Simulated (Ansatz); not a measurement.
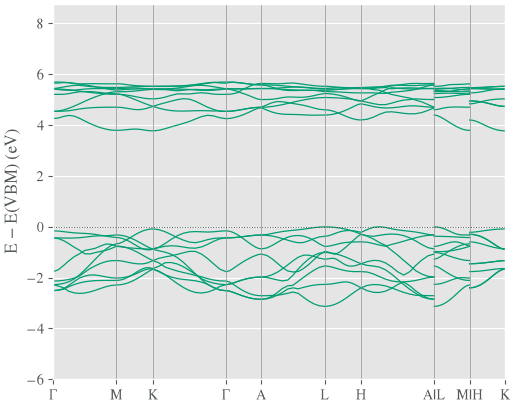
Band structure from the program Ansatz at the PBEsol level (PAW)

Q: Read off the gap and where the band edges lie.

A: About 3.8 eV (3.77 eV by a search for the band edges); maximum on the H–A line, 24 % of the way from H, minimum at K.

The material is La$_{2}$O$_{3}$ (La2O3 or Ni2Al3 type, P-3m1).

The cell was relaxed with PBEsol under the symmetry of its start. Spin–orbit coupling is left out wherever it is not named.

Potentials: the later of the program's two PAW sets.
